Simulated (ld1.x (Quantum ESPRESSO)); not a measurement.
# Tin: generating and testing a TM potential

Do these settings give a usable potential? It is generated, then checked for transferability, scattering, ghosts and hardness.

The numbers are computed with ld1.x (Quantum ESPRESSO) 7.5 (PBE, scalar-relativistic, spin-unpolarised reference atom).

### Step 1. The atom and the settings

Typed settings, in words:

```json
{
  "element": "tin (Sn, Z = 50)",
  "type": "norm-conserving Troullier–Martins (Kleinman–Bylander form)",
  "frozen core": "[Kr]",
  "valence charge": "14",
  "reference configuration": "4d10 5s2 5p2",
  "partial waves": "5s (bound): rc 1.75 bohr; 5p (bound): rc 2.75 bohr; 4d (bound): rc 1.20 bohr",
  "local potential": "the d channel",
  "core correction": "not asked for"
}
```

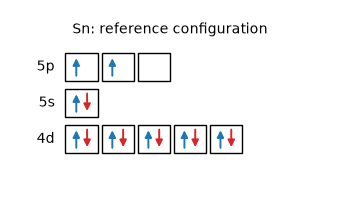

The outer shells as boxes. The arrows follow Hund's rule for the drawing; the calculation itself is spin-unpolarised.

### Step 2. Generation

Sn.in

```
 &input
   title='Sn', zed=50., rel=1, dft='PBE', iswitch=3,
   config='[Kr] 4d10 5s2 5p2',
   nld=3, rlderiv=3.00, eminld=-4.0, emaxld=5.0, deld=0.02
 /
 &inputp
   pseudotype=2, tm=.true., lloc=2,
   nlcc=.false.,
   file_pseudopw='Sn.UPF', file_wfcaegen='ae.wfc', file_wfcncgen='nc.wfc', file_beta='beta', file_chi='chi'
 /
3
5S  1  0   2.00   0.00  1.75  1.75  0.0
5P  2  1   2.00   0.00  2.75  2.75  0.0
4D  3  2  10.00   0.00  1.20  1.20  0.0
 &test
   configts(1)='4d10 5s2 5p2'
 /
```

The run is started by

```
$ ld1.x < Sn.in > Sn.out
```

Output in Sn.out (without the banner and most projector matrices):

```text
     Program LD1 v.7.5
     --------------------------- All-electron run ----------------------------

     Sn
     scalar relativistic calculation

     atomic number is 50.00
     dft =PBE   lsd =0 sic =0 latt =0  beta=0.20 tr2=1.0E-14
     Exchange-correlation= PBE
                           (   1   4   3   4   0   0   0)
     mesh =1243 r(mesh) = 100.78374 a.u. xmin = -7.00 dx = 0.01250
     1 Ry =  13.60569312 eV, c = 137.03599908

     n l     nl                  e(Ry)          e(Ha)          e(eV)
     1 0     1S 1( 2.00)     -2132.5094     -1066.2547    -29014.2686
     2 0     2S 1( 2.00)      -321.9321      -160.9660     -4380.1088
     2 1     2P 1( 6.00)      -288.9932      -144.4966     -3931.9523
     3 0     3S 1( 2.00)       -62.1247       -31.0624      -845.2497
     3 1     3P 1( 6.00)       -51.3616       -25.6808      -698.8107
     4 0     4S 1( 2.00)        -9.8437        -4.9218      -133.9301
     4 1     4P 1( 6.00)        -6.5928        -3.2964       -89.7001
     3 2     3D 1(10.00)       -34.7961       -17.3980      -473.4246
     4 2     4D 1(10.00)        -1.8991        -0.9496       -25.8391
     5 0     5S 1( 2.00)        -0.7753        -0.3877       -10.5488
     5 1     5P 1( 2.00)        -0.2715        -0.1358        -3.6941

     final scf error:  8.2E-15 reached in  31 iterations

     Etot =  -12354.410875 Ry,   -6177.205437 Ha, -168090.323077 eV

     Ekin =   12899.149735 Ry,    6449.574868 Ha,  175501.872843 eV
     Encl =  -29875.374000 Ry,  -14937.687000 Ha, -406475.170578 eV
     Eh   =    4951.344976 Ry,    2475.672488 Ha,   67366.480290 eV
     Exc  =    -329.531586 Ry,    -164.765793 Ha,   -4483.505633 eV

     normalization and overlap integrals

     s(1S/1S) =  1.000000  <r> =   0.0291  <r2> =    0.0011  r(max) =   0.0188
     s(2S/2S) =  1.000000  <r> =   0.1255  <r2> =    0.0186  r(max) =   0.1054
     s(2P/2P) =  1.000000  <r> =   0.1096  <r2> =    0.0147  r(max) =   0.0853
     s(3S/3S) =  1.000000  <r> =   0.3393  <r2> =    0.1317  r(max) =   0.3090
     s(3P/3P) =  1.000000  <r> =   0.3377  <r2> =    0.1323  r(max) =   0.3013
     s(4S/4S) =  1.000000  <r> =   0.8186  <r2> =    0.7582  r(max) =   0.7412
     s(4P/4P) =  1.000000  <r> =   0.8859  <r2> =    0.8969  r(max) =   0.7890
     s(3D/3D) =  1.000000  <r> =   0.3146  <r2> =    0.1175  r(max) =   0.2498
     s(4D/4D) =  1.000000  <r> =   1.0991  <r2> =    1.4383  r(max) =   0.8829
     s(5S/5S) =  1.000000  <r> =   2.3966  <r2> =    6.5684  r(max) =   2.0147
     s(5P/5P) =  1.000000  <r> =   3.2510  <r2> =   12.4120  r(max) =   2.5548

     ------------------------ End of All-electron run ------------------------

     --------------------- Generating NC pseudopotential ---------------------

      Generating local pot.: lloc=2, matching radius rcloc =   1.2000

      Wfc   5S  rcut= 1.756  Using Troullier-Martins method

      Wfc   5P  rcut= 2.754  Using Troullier-Martins method

     ------------------- End of pseudopotential generation -------------------

     [... the all-electron block is printed once more ...]


     Computing logarithmic derivative in   2.98693
     Computing logarithmic derivative in   2.98693
     Computing the partial wave expansion
     R is outside the sphere for l=    0 j= 0.00
     R is outside the sphere for l=    1 j= 0.00
       no projector for channel:   2

     ---------------------- Testing the pseudopotential ----------------------

     Sn
     scalar relativistic calculation

     atomic number is 50.00   valence charge is 14.00
     dft =PBE   lsd =0 sic =0 latt =0  beta=0.20 tr2=1.0E-14
     mesh =1243 r(mesh) = 100.78374 xmin = -7.00 dx = 0.01250

     n l     nl             e AE (Ry)        e PS (Ry)    De AE-PS (Ry)
     3 2     4D   1(10.00)       -1.89914       -1.89917        0.00003
     1 0     5S   1( 2.00)       -0.77532       -0.77533        0.00000
     2 1     5P   1( 2.00)       -0.27151       -0.27151        0.00000

     eps = 9.8E-15  iter = 28

     Etot =  -12354.410875 Ry,   -6177.205437 Ha, -168090.323077 eV
     Etotps =  -135.750451 Ry,     -67.875225 Ha,   -1846.978972 eV

     Ekin =     102.529821 Ry,      51.264911 Ha,    1394.989282 eV
     Encl =    -344.079518 Ry,    -172.039759 Ha,   -4681.440330 eV
     Ehrt =     119.548397 Ry,      59.774198 Ha,    1626.538799 eV
     Ecxc =     -16.317884 Ry,      -8.158942 Ha,    -222.016125 eV
     Epseu=       2.568734 Ry,       1.284367 Ha,      34.949402 eV

     ---------------------- End of pseudopotential test ----------------------
```

Wall time 1.8 s (1 thread, shared host). (Generation and the later configuration tests together.)

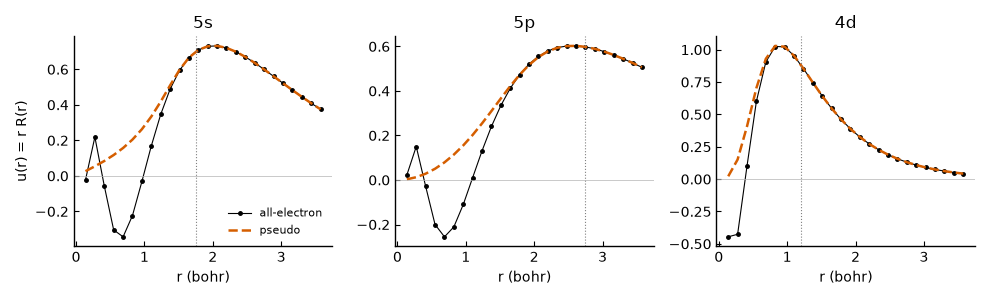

All-electron and pseudo partial waves (5s, 5p, 4d), with the matching radii dotted. The curves join 26 sampled radii, too few to resolve the innermost nodes.

### Step 3. Testing the new file in other configurations

Sn.test.in

```
 &input
   title='Sn', zed=50., rel=1, dft='PBE', iswitch=2,
   config='[Kr] 4d10 5s2 5p2'
 /
 &test
   file_pseudo='Sn.UPF', nconf=8,
   configts(1)='4d10 5s2 5p2',
   configts(2)='4d10 5s2 5p1',
   configts(3)='4d10 5s2 5p0',
   configts(4)='4d10 5s1 5p0',
   configts(5)='4d9 5s2 5p2',
   configts(6)='4d9 5s2 5p3',
   configts(7)='4d10 5s1 5p2',
   configts(8)='4d10 5s0 5p4'
 /
```

The run is started by

```
$ ld1.x < Sn.test.in > Sn.test.out
```

Sn.test.out, the pseudopotential blocks, each with the warnings that came before it:

```text
     ---------------------- Testing the pseudopotential ----------------------

     Sn
     scalar relativistic calculation

     atomic number is 50.00   valence charge is 14.00
     dft =PBE   lsd =0 sic =0 latt =0  beta=0.20 tr2=1.0E-14
     mesh =1243 r(mesh) = 100.78374 xmin = -7.00 dx = 0.01250

     n l     nl             e AE (Ry)        e PS (Ry)    De AE-PS (Ry)
     3 2     4D   1(10.00)       -1.89914       -1.89917        0.00003
     1 0     5S   1( 2.00)       -0.77532       -0.77533        0.00000
     2 1     5P   1( 2.00)       -0.27151       -0.27151        0.00000

     eps = 7.9E-15  iter = 28

     Etot =  -12354.410875 Ry,   -6177.205437 Ha, -168090.323077 eV
     Etotps =  -135.750451 Ry,     -67.875225 Ha,   -1846.978972 eV

     Ekin =     102.529821 Ry,      51.264911 Ha,    1394.989282 eV
     Encl =    -344.079518 Ry,    -172.039759 Ha,   -4681.440330 eV
     Ehrt =     119.548397 Ry,      59.774198 Ha,    1626.538799 eV
     Ecxc =     -16.317884 Ry,      -8.158942 Ha,    -222.016125 eV
     Epseu=       2.568734 Ry,       1.284367 Ha,      34.949402 eV

     ---------------------- End of pseudopotential test ----------------------

     ---------------------- Testing the pseudopotential ----------------------

     Sn
     [...]
     n l     nl             e AE (Ry)        e PS (Ry)    De AE-PS (Ry)
     3 2     4D   1(10.00)       -2.48469       -2.48166       -0.00303
     1 0     5S   1( 2.00)       -1.30909       -1.30875       -0.00034
     2 1     5P   1( 1.00)       -0.75374       -0.75359       -0.00015

     eps = 5.4E-16  iter = 30

     Etot =  -12353.905608 Ry,   -6176.952804 Ha, -168083.448573 eV
     Etotps =  -135.245135 Ry,     -67.622568 Ha,   -1840.103806 eV
     dEtot_ae =       0.505267 Ry
     dEtot_ps =       0.505315 Ry,   Delta E=      -0.000049 Ry

     [...]
     ---------------------- End of pseudopotential test ----------------------

     ---------------------- Testing the pseudopotential ----------------------

     Sn
     [...]
     n l     nl             e AE (Ry)        e PS (Ry)    De AE-PS (Ry)
     3 2     4D   1(10.00)       -3.17575       -3.16720       -0.00855  !
     1 0     5S   1( 2.00)       -1.91763       -1.91646       -0.00117
     2 1     5P   1( 0.00)       -1.30765       -1.30705       -0.00060

     eps = 6.1E-15  iter = 22

     Etot =  -12352.880119 Ry,   -6176.440059 Ha, -168069.496083 eV
     Etotps =  -134.219725 Ry,     -67.109862 Ha,   -1826.152386 eV
     dEtot_ae =       1.530756 Ry
     dEtot_ps =       1.530726 Ry,   Delta E=       0.000030 Ry

     [...]
     ---------------------- End of pseudopotential test ----------------------

     Warning: n=2, l=1 expected 0 nodes, found 1
     ---------------------- Testing the pseudopotential ----------------------

     Sn
     [...]
     n l     nl             e AE (Ry)        e PS (Ry)    De AE-PS (Ry)
     3 2     4D   1(10.00)       -4.04706       -4.03176       -0.01531  !
     1 0     5S   1( 1.00)       -2.64311       -2.63867       -0.00444
     2 1     5P   1( 0.00)       -1.96962       -1.96962        0.00000

     eps = 7.4E-15  iter = 22

     Etot =  -12350.603760 Ry,   -6175.301880 Ha, -168038.524645 eV
     Etotps =  -131.945554 Ry,     -65.972777 Ha,   -1795.210717 eV
     dEtot_ae =       3.807115 Ry
     dEtot_ps =       3.804897 Ry,   Delta E=       0.002218 Ry

     [...]
     ---------------------- End of pseudopotential test ----------------------

     BEWARE! Errors in PS-KS equations
     Warning: n=1, l=0 expected 0 nodes, found 1
     ---------------------- Testing the pseudopotential ----------------------

     Sn
     [...]
     n l     nl             e AE (Ry)        e PS (Ry)    De AE-PS (Ry)
     3 2     4D   1( 9.00)       -2.93573       -4.43160        1.49587  !
     1 0     5S   1( 2.00)       -1.48133       -2.78883        1.30750  !
     2 1     5P   1( 2.00)       -0.87023       -0.91446        0.04423  !

     eps = 3.3E-15  iter = 45

     Etot =  -12352.008099 Ry,   -6176.004049 Ha, -168057.631642 eV
     Etotps =  -132.257306 Ry,     -66.128653 Ha,   -1799.452325 eV
     dEtot_ae =       2.402776 Ry
     dEtot_ps =       3.493144 Ry,   Delta E=      -1.090368 Ry

     [...]
     ---------------------- End of pseudopotential test ----------------------

     ---------------------- Testing the pseudopotential ----------------------

     Sn
     [...]
     n l     nl             e AE (Ry)        e PS (Ry)    De AE-PS (Ry)
     3 2     4D   1( 9.00)       -2.32176       -2.34754        0.02578  !
     1 0     5S   1( 2.00)       -0.91758       -0.91698       -0.00060
     2 1     5P   1( 3.00)       -0.35217       -0.34982       -0.00234

     eps = 3.0E-15  iter = 26

     Etot =  -12352.612679 Ry,   -6176.306339 Ha, -168065.857372 eV
     Etotps =  -133.938692 Ry,     -66.969346 Ha,   -1822.328741 eV
     dEtot_ae =       1.798196 Ry
     dEtot_ps =       1.811759 Ry,   Delta E=      -0.013562 Ry

     [...]
     ---------------------- End of pseudopotential test ----------------------

     ---------------------- Testing the pseudopotential ----------------------

     Sn
     [...]
     n l     nl             e AE (Ry)        e PS (Ry)    De AE-PS (Ry)
     3 2     4D   1(10.00)       -2.59312       -2.59062       -0.00250
     1 0     5S   1( 1.00)       -1.37450       -1.37347       -0.00103
     2 1     5P   1( 2.00)       -0.80556       -0.80512       -0.00044

     eps = 1.8E-15  iter = 20

     Etot =  -12353.343403 Ry,   -6176.671702 Ha, -168075.799389 eV
     Etotps =  -134.683265 Ry,     -67.341632 Ha,   -1832.459166 eV
     dEtot_ae =       1.067471 Ry
     dEtot_ps =       1.067186 Ry,   Delta E=       0.000285 Ry

     [...]
     ---------------------- End of pseudopotential test ----------------------

     ---------------------- Testing the pseudopotential ----------------------

     Sn
     [...]
     n l     nl             e AE (Ry)        e PS (Ry)    De AE-PS (Ry)
     3 2     4D   1(10.00)       -2.10929       -2.11075        0.00146
     1 0     5S   1( 0.00)       -0.89659       -0.89558       -0.00101
     2 1     5P   1( 4.00)       -0.35892       -0.35862       -0.00030

     eps = 8.4E-15  iter = 17

     Etot =  -12353.368240 Ry,   -6176.684120 Ha, -168076.137310 eV
     Etotps =  -134.708436 Ry,     -67.354218 Ha,   -1832.801638 eV
     dEtot_ae =       1.042635 Ry
     dEtot_ps =       1.042015 Ry,   Delta E=       0.000620 Ry

     [...]
     ---------------------- End of pseudopotential test ----------------------
```

1 test gave no usable energy difference (4d9 5s2 5p2).

Energies count from the reference configuration 4d10 5s2 5p2; the error is all-electron less pseudo. A star marks tests that logged a warning.

```csv
valence configuration,charge,ΔE all-electron (eV),error AE − PS (meV)
4d10 5s2 5p1,+1,6.875,-0.7
4d10 5s2 5p0,+2,20.827,+0.4
4d10 5s1 5p0 *,+3,51.798,+30
4d9 5s2 5p3,0,24.466,-185
4d10 5s1 5p2,+1,14.524,+3.9
4d10 5s0 5p4,0,14.186,+8.4
```

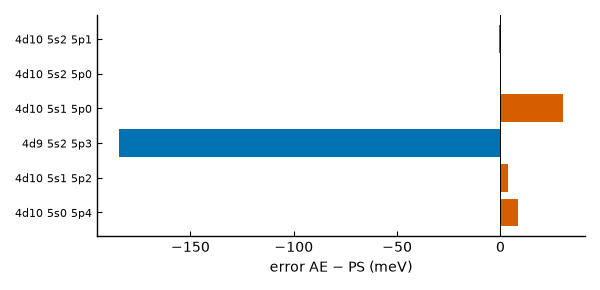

Error of the potential in each test configuration.

### Step 4. Scattering by logarithmic derivatives

Taken from the files of the generation run. The phase is arctan(r·u′/u) with u = r·R, unwrapped, with energies in Ry. A pole is an energy at which the radial function vanishes at the test radius. The pseudo phase is shifted by a multiple of π to meet the all-electron one at the reference energy. Levels narrower than the energy grid can be missing from the poles. The last column is the largest difference on the grid between −1 and +1 Ry.

| channel | radius (bohr) | reference (Ry) | poles AE | poles PS | window around the reference with phases within 0.05 rad (Ry) | largest difference near zero (rad) |
| --- | --- | --- | --- | --- | --- | --- |
| s | 2.99 | -0.78 | -0.05 | -0.06, 4.18 | below 1.5 | 0.011 |
| p | 2.99 | -0.27 | 0.98 | 0.96 | below 2.6 | 0.003 |
| d | 2.99 | -1.90 | -1.87, 2.83 | -1.87, 2.83 | the whole range | 0.001 |

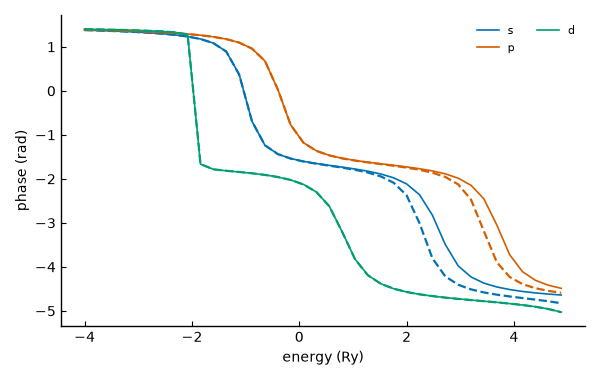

Phases by channel: all-electron solid, pseudo dashed.

### Step 5. Plane-wave convergence, by spherical Bessel functions

This step uses the generator's waves and projectors in a separate script. Basis: spherical Bessel functions vanishing at 20 bohr, q² up to the cutoff; potential fixed at the reference.

All-electron valence levels (Ry): 5s -0.7753, 5p -0.2715, 4d -1.8991. The lowest levels of each channel (Ry) by cutoff; the last column sums, over occupied levels, occupation times the distance from the level at 400 Ry. A positive value at high cutoff is not a bound level.

```tsv
cutoff (Ry)	s #1	s #2	p #1	p #2	d #1	f #1	Σ f·Δε (mRy)
8	-1.4852	-0.7542	-0.2694	0.0223	-0.0287	0.1045	18751.4
21	-10.4726	-0.7707	-0.8438	-0.2712	-0.7847	0.1045	11154.0
40	-13.1996	-0.7745	-3.9620	-0.2715	-1.6063	0.1045	2929.7
70	-13.4561	-0.7752	-4.6983	-0.2715	-1.8829	0.1045	162.4
100	-13.4606	-0.7753	-4.7276	-0.2715	-1.8987	0.1045	4.2
110	-13.4611	-0.7753	-4.7276	-0.2715	-1.8990	0.1045	1.8
160	-13.4632	-0.7753	-4.7283	-0.2715	-1.8991	0.1045	0.6
200	-13.4633	-0.7753	-4.7285	-0.2715	-1.8991	0.1045	0.1
400	-13.4633	-0.7753	-4.7285	-0.2715	-1.8992	0.1045	0.0
```

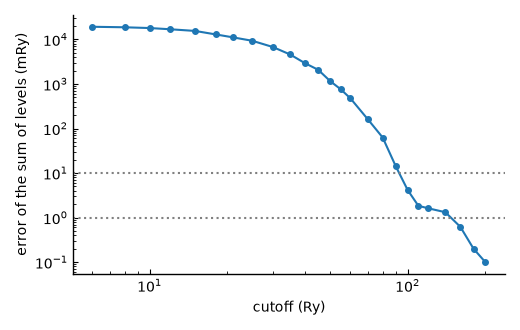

Occupation-weighted error of the valence levels against the cutoff; the dotted lines mark 10 and 1 mRy.

The sum stays within 10 mRy from 100 Ry and within 1 mRy from 160 Ry. The sum leaves out empty levels, which can need more. Ghost test: ghost states, bound below the all-electron valence or empty levels of the same l: s at -183.2 eV, p at -64.3 eV.

### Step 6. What came out

| quantity | value |
| --- | --- |
| cutoffs for 10 and 1 mRy, occupied levels | 100 Ry and 160 Ry |
| bound ghosts | s at -183.18 eV, p at -64.33 eV |
| largest test error (AE − PS) | -185 meV, for 4d9 5s2 5p3 (1 test unsolved) |
| largest phase difference near zero energy, channels read | 0.011 rad |

It has a bound ghost (s, p), a state that the atom doesn't have, and that rules the file out. The worst unpolarised test, 4d9 5s2 5p3, is off by 185 meV on 24.5 eV; by total energies transferability rates as poor. Of the tests 1 gave no usable energy difference, which is a warning in itself. It counts as hard, with 100 Ry needed at the looser tolerance. The slowest occupied level is 4d: taken alone it needs 100 Ry to come within 1 mRy, against 35 Ry for 5s. Near zero energy the phases of the channels with partial waves agree within 0.011 rad. All of this concerns the isolated atom, not yet a solid.
